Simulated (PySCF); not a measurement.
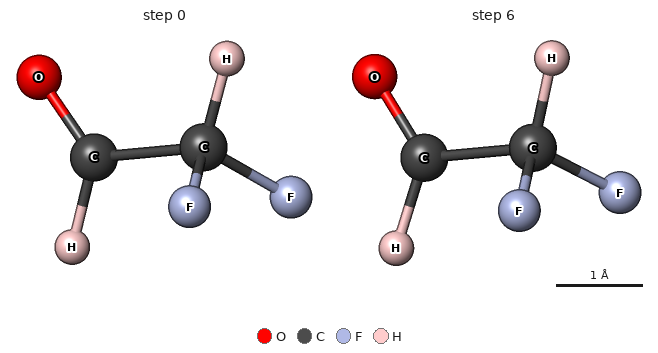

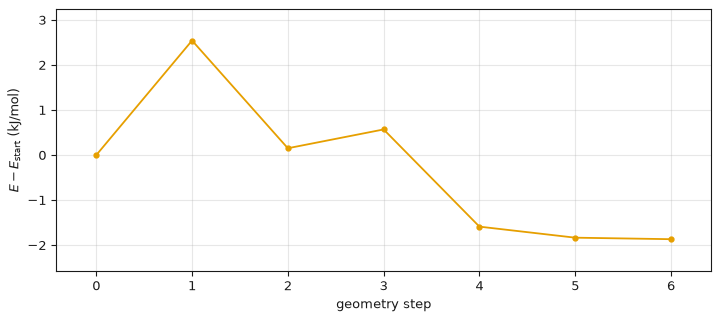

First and last geometry of a relaxation of C₂H₂F₂O, with the history of the run. A ball-and-stick model, seen at a tilt.

The start comes from GFN2-xTB.

Computed with PBE0-D3(BJ)/def2-SVP geometry optimisation, gas phase (PySCF). 

Q: What do the curves and the structures tell?

A: It converged. The atom that moves furthest after the best rigid fit is the O atom (0.100 Å). By element the largest moves are O 0.100 Å, H 0.097 Å, F 0.066 Å, C 0.023 Å. Among the contacts that change: C–H 1.103 → 1.120 Å, C–C 1.538 → 1.523 Å, C–O 1.190 → 1.196 Å, C–F 1.353 → 1.348 Å. Over 6 geometry steps the energy falls by 1.87 kJ/mol.
